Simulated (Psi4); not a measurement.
# UB2PLYP/aug-cc-pVDZ (density fitting for correlation) run of SiPH3Cl (SMILES [PH][SiH2]Cl)

What is the vertical electron affinity of SiPH3Cl at UB2PLYP/aug-cc-pVDZ (density fitting for correlation)? 

The calculation is run with Psi4 1.11.

1 further run of the same task is left out (set aside as unsound or not needed).

## Step 1: The structure to begin with

SiPH3Cl has 6 atoms, charge 0, and is taken as a doublet. As SMILES, `[PH][SiH2]Cl`. The shape is that of a GFN2-xTB optimisation. This is one conformer, not always the lowest.

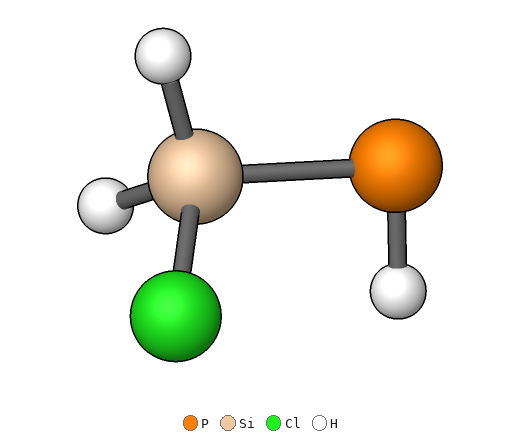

Viewed from a chosen angle; phosphorus orange, silicon light orange, chlorine green, hydrogen white.

## Step 2: A single-point energy at UB2PLYP/aug-cc-pVDZ (density fitting for correlation)

Contents of run.py:

```python
import psi4

psi4.set_memory('1600 MB')
psi4.set_num_threads(1)
psi4.core.set_output_file('output.dat', False)

geom = psi4.geometry("""
0 2
P     -2.53172278    -2.20143645    -0.31205047
Si     0.88943740     0.10195072     0.53658773
Cl    -0.00897620     3.82361515     0.75572037
H     -3.06494680    -0.93386486    -2.55528767
H      2.83549626    -0.11567014    -1.41391198
H      1.88073103    -0.67457553     2.98894202
units bohr
symmetry c1
""")

options = {'basis': 'aug-cc-pVDZ', 'reference': 'uks', 'puream': True, 'e_convergence': 1e-09, 'd_convergence': 1e-08, 'scf_type': 'pk', 'dft_radial_points': 99, 'dft_spherical_points': 590, 'num_frozen_docc': 15, 'maxiter': 200}
psi4.set_options(options)

result = psi4.energy('b2plyp')
print(f'total energy {result:.8f} hartree = {result * 27.211386:.5f} eV')
```

Launch:

```sh
$ python run.py
```

output.dat, cut to the lines that bear on the results:

```text
[...]
  Running in c1 symmetry.
[...]
  Nuclear repulsion =  183.698200623288983
[...]
  Multiplicity = 2
[...]
  Nalpha       = 25
  Nbeta        = 24
[...]
    Number of basis functions: 108
[...]
   @UKS iter   1: -1092.30979950983465   -3.13257e-01   1.88150e-03 ADIIS/DIIS
[...]
   @UKS iter  14: -1092.34284979407676   -2.02363e-11   5.57287e-09 DIIS
[...]
   @S^2 Observed:                7.571812784E-01
[...]
    Orbital Energies [Eh]
    ---------------------
    Alpha Occupied:
       1A   -102.919939     2A    -78.303476     3A    -67.298688
       4A     -9.919041     5A     -7.557223     6A     -7.552585
       7A     -7.552399     8A     -6.963627     9A     -5.686046
      10A     -5.020963    11A     -5.011406    12A     -5.009329
      13A     -3.941305    14A     -3.938682    15A     -3.938266
      16A     -0.954305    17A     -0.748152    18A     -0.607860
      19A     -0.467319    20A     -0.461849    21A     -0.429367
      22A     -0.401194    23A     -0.378161    24A     -0.334519
      25A     -0.311996
    Alpha Virtual:
[...]
  @UKS Final Energy: -1092.34284979407676
   => Energetics <=
    Nuclear Repulsion Energy =            183.6982006232889830
    One-Electron Energy =               -1876.0612802506088883
    Two-Electron Energy =                 635.0988401587580938
    DFT Exchange-Correlation Energy =     -35.0786103255151147
    Empirical Dispersion Energy =           0.0000000000000000
    VV10 Nonlocal Energy =                  0.0000000000000000
    Total Energy =                      -1092.3428497940767556
[...]
 Multipole Moments:
 ------------------------------------------------------------------------------------
     Multipole            Electronic (a.u.)      Nuclear  (a.u.)        Total (a.u.)
 ------------------------------------------------------------------------------------
 L = 1.  Multiply by 2.5417464519 to convert [e a0] to [Debye]
 Dipole X            :         -2.1782858            2.3509159            0.1726301
 Dipole Y            :          1.6621677           -1.9978231           -0.3356554
 Dipole Z            :          0.6695032           -0.8620916           -0.1925884
 Magnitude           :                                                    0.4237405
[...]
```

The script printed:

```text
total energy -1092.46095966 hartree = -29727.37686 eV
```

It took 50 s on 1 thread of Intel Xeon Platinum 8488C (Sapphire Rapids), shared host; peak memory 0.67 GiB.

## Step 3: The singlet anion, same level

Contents of job.json:

```json
{
  "schema_name": "qcschema_input",
  "schema_version": 1,
  "molecule": {
    "schema_name": "qcschema_molecule",
    "schema_version": 2,
    "symbols": ["P", "Si", "Cl", "H", "H", "H"],
    "geometry": [-2.53172278, -2.20143645, -0.31205047, 0.8894374, 0.10195072, 0.53658773, -0.0089762, 3.82361515, 0.75572037, -3.0649468, -0.93386486, -2.55528767, 2.83549626, -0.11567014, -1.41391198, 1.88073103, -0.67457553, 2.98894202],
    "molecular_charge": -1,
    "molecular_multiplicity": 1,
    "fix_symmetry": "c1"
  },
  "driver": "energy",
  "model": {
    "method": "b2plyp",
    "basis": "aug-cc-pVDZ"
  },
  "keywords": {
    "puream": true,
    "e_convergence": 1e-09,
    "d_convergence": 1e-08,
    "scf_type": "pk",
    "dft_radial_points": 99,
    "dft_spherical_points": 590,
    "num_frozen_docc": 15
  }
}
```

Launch:

```sh
$ psi4 --qcschema job.json -n 1 --memory 1600MB
```

stdout, cut to the lines that bear on the results:

```text
[...]
  Running in c1 symmetry.
[...]
  Nuclear repulsion =  183.698200623288983
[...]
  Multiplicity = 1
[...]
  Nalpha       = 25
  Nbeta        = 25
[...]
    Number of basis functions: 108
[...]
   @RKS iter   1: -1092.27817319347287   -2.81631e-01   3.49392e-03 DIIS/ADIIS
[...]
   @RKS iter  12: -1092.39977797044639   -1.81899e-12   3.04046e-09 DIIS
[...]
    Orbital Energies [Eh]
    ---------------------
    Doubly Occupied:
       1A   -102.751692     2A    -78.039973     3A    -67.109251
       4A     -9.751757     5A     -7.389418     6A     -7.385471
       7A     -7.385276     8A     -6.699504     9A     -5.495402
      10A     -4.750692    11A     -4.749055    12A     -4.746595
      13A     -3.750872    14A     -3.748108    15A     -3.747294
      16A     -0.787478    17A     -0.498885    18A     -0.412499
      19A     -0.292473    20A     -0.285638    21A     -0.245940
      22A     -0.213661    23A     -0.184737    24A     -0.106416
      25A     -0.031683
[...]
  @RKS Final Energy: -1092.39977797044639
   => Energetics <=
    Nuclear Repulsion Energy =            183.6982006232889830
    One-Electron Energy =               -1885.9653264389301057
    Two-Electron Energy =                 645.0498306932715877
    DFT Exchange-Correlation Energy =     -35.1824828480768872
    Empirical Dispersion Energy =           0.0000000000000000
    VV10 Nonlocal Energy =                  0.0000000000000000
    Total Energy =                      -1092.3997779704463937
[...]
 Multipole Moments:
 ------------------------------------------------------------------------------------
     Multipole            Electronic (a.u.)      Nuclear  (a.u.)        Total (a.u.)
 ------------------------------------------------------------------------------------
 L = 1.  Multiply by 2.5417464519 to convert [e a0] to [Debye]
 Dipole X            :         -1.1983569            2.3509159            1.1525590
 Dipole Y            :          3.5634666           -1.9978231            1.5656435
 Dipole Z            :          1.1338797           -0.8620916            0.2717881
 Magnitude           :                                                    1.9630335
[...]
```

The result, in JSON:

```text
{
 "driver": "energy",
 "model": {
  "method": "b2plyp",
  "basis": "aug-cc-pVDZ"
 },
 "success": true,
 "return_result": -1092.531808038893,
 "properties": {
  "calcinfo_nbasis": 108,
  "calcinfo_nmo": 108,
  "calcinfo_nalpha": 25,
  "calcinfo_nbeta": 25,
  "calcinfo_natom": 6,
  "nuclear_repulsion_energy": 183.69820062328898,
  "return_energy": -1092.531808038893,
  "scf_one_electron_energy": -1885.96532643893,
  "scf_two_electron_energy": 645.0498306932716,
  "scf_xc_energy": -35.18248284807689,
  "scf_dipole_moment": [1.1525589887984768, 1.5656435149296404, 0.27178814731568],
  "scf_total_energy": -1092.3997779704464,
  "scf_iterations": 12
 }
}
```

Wall time 38 s (1 thread of Intel Xeon Platinum 8488C (Sapphire Rapids), shared host); peak memory 0.67 GiB.

## Step 4: Summary of results

Level: UB2PLYP/aug-cc-pVDZ (density fitting for correlation), 15 core orbitals frozen.

```
                                                                 quantity           value
                                            doublet SiPH3Cl: total energy  -1092.46096 Eh
doublet SiPH3Cl: HOMO energy (SCF part's orbitals) (highest over α and β)        -8.49 eV
 doublet SiPH3Cl: LUMO energy (SCF part's orbitals) (lowest over α and β)        -2.35 eV
                                                    doublet SiPH3Cl: ⟨S²⟩           0.757
                                              singlet anion: total energy  -1092.53181 Eh
                         singlet anion: HOMO energy (SCF part's orbitals)        -0.86 eV
                         singlet anion: LUMO energy (SCF part's orbitals)         3.45 eV
     singlet anion: HOMO–LUMO gap (to an unbound level, set by the basis)         4.32 eV
                        vertical electron affinity (to the singlet anion)        1.928 eV
```

**Reading.** At fixed nuclei the extra electron is bound by 1.93 eV (186 kJ/mol).
